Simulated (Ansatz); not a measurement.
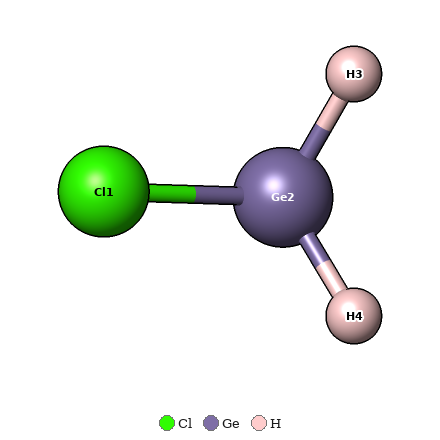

The system is ClGeH₂, SMILES [Cl][GeH2], spin multiplicity 2; the picture shows the reference structure. 
- The first coordinate is: umbrella angle at Ge2 (between each of its bonds and their common axis; 90 is planar); the second: change of the bonds Ge2–Cl1, Ge2–H3, Ge2–H4, all alike.
- Nothing is relaxed (all other coordinates rigid).
- The scan uses a 13 × 13 grid; 91 points were computed and 78 follow by symmetry.
- Points are written as (first, second).
- Energies: kJ/mol, counted from the lowest grid point.
- Level of theory: Ansatz, UKS BHLYP-D4/def2-TZVP.

Its coordinates:

```yaml
atoms:
  - { symbol: Cl, position_ang: [-1.5641, 0.3050, 0.9943] }
  - { symbol: Ge, position_ang: [0.1087, -0.4492, -0.1425] }
  - { symbol: H, position_ang: [0.0767, 0.2575, -1.5070] }
  - { symbol: H, position_ang: [1.3788, -0.1133, 0.6552] }
```

The input of one point:

```yaml
crystal:
  periodic: [false, false, false]
  atoms:
    - { symbol: Cl, position_ang: [-1.555383, 0.352877, 0.997193] }
    - { symbol: Ge, position_ang: [0.108678, -0.449194, -0.142496] }
    - { symbol: H, position_ang: [0.079641, 0.292778, -1.501863] }
    - { symbol: H, position_ang: [1.381001, -0.077884, 0.659106] }
magnetization:
  spin_polarized: true
  initial_magnetization: 1
basis:
  gaussian: { orbitals: def2-TZVP }
hamiltonian:
  xc: { name: BHLYP }
  dispersion: d4
output:
  forces: true
```

Range: umbrella angle at Ge2 (between each of its bonds and their common axis; 90 is planar) from 57.8 to 122.2°; change of the bonds Ge2–Cl1, Ge2–H3, Ge2–H4, all alike from −0.192 to 0.297 Å.

What landscape does the calculation give?

The lowest grid point is at (68.5°, 0.012 Å); the map holds 2 wells of about this depth. It is the only kind of minimum in the scanned range. The highest grid point, (90.0°, 0.297 Å), lies 243 kJ/mol above the lowest. On the interpolated surface the easiest way out of the lowest well to a well of about the same depth near (111.5°, 0.012 Å) passes a barrier of about 56 kJ/mol. Round the minimum the two coordinates are weakly coupled (coupling 0.13 in units of the two stiffnesses).

| second ↓, first → | 57.8 | 63.1 | 68.5 | 73.9 | 79.3 | 84.6 | 90.0 | 95.4 | 100.7 | 106.1 | 111.5 | 116.9 | 122.2 |
| --- | --- | --- | --- | --- | --- | --- | --- | --- | --- | --- | --- | --- | --- |
| 0.297 | 156 | 138 | 133 | 142 | 165 | 199 | 243 | 199 | 165 | 142 | 133 | 138 | 156 |
| 0.256 | 130 | 110 | 105 | 114 | 137 | 172 | 207 | 172 | 137 | 114 | 105 | 110 | 130 |
| 0.215 | 106 | 84 | 78 | 87 | 110 | 145 | 174 | 145 | 110 | 87 | 78 | 84 | 106 |
| 0.174 | 84 | 61 | 54 | 63 | 85 | 119 | 143 | 119 | 85 | 63 | 54 | 61 | 84 |
| 0.134 | 66 | 42 | 34 | 42 | 64 | 95 | 116 | 95 | 64 | 42 | 34 | 42 | 66 |
| 0.093 | 53 | 26 | 17 | 24 | 45 | 74 | 92 | 74 | 45 | 24 | 17 | 26 | 53 |
| 0.052 | 44 | 16 | 5 | 11 | 31 | 58 | 73 | 58 | 31 | 11 | 5 | 16 | 44 |
| 0.012 | 42 | 12 | 0 | 5 | 23 | 47 | 61 | 47 | 23 | 5 | 0 | 12 | 42 |
| −0.029 | 48 | 16 | 2 | 5 | 22 | 44 | 56 | 44 | 22 | 5 | 2 | 16 | 48 |
| −0.070 | 64 | 29 | 14 | 15 | 30 | 49 | 60 | 49 | 30 | 15 | 14 | 29 | 64 |
| −0.110 | 90 | 53 | 36 | 35 | 48 | 65 | 74 | 65 | 48 | 35 | 36 | 53 | 90 |
| −0.151 | 131 | 91 | 71 | 69 | 79 | 95 | 102 | 95 | 79 | 69 | 71 | 91 | 131 |
| −0.192 | 188 | 145 | 123 | 118 | 127 | 140 | 146 | 140 | 127 | 118 | 123 | 145 | 188 |

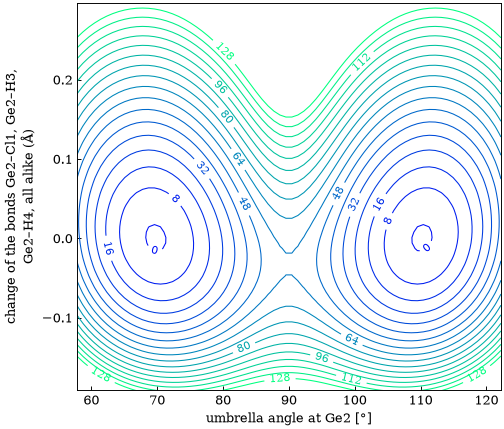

In the figure: contour lines labelled in kJ/mol (none above 128). Between grid points the surface is interpolated.

Time for the 91 points that were run: 7.3 min on 1 thread of Arm Neoverse V2 (shared host).
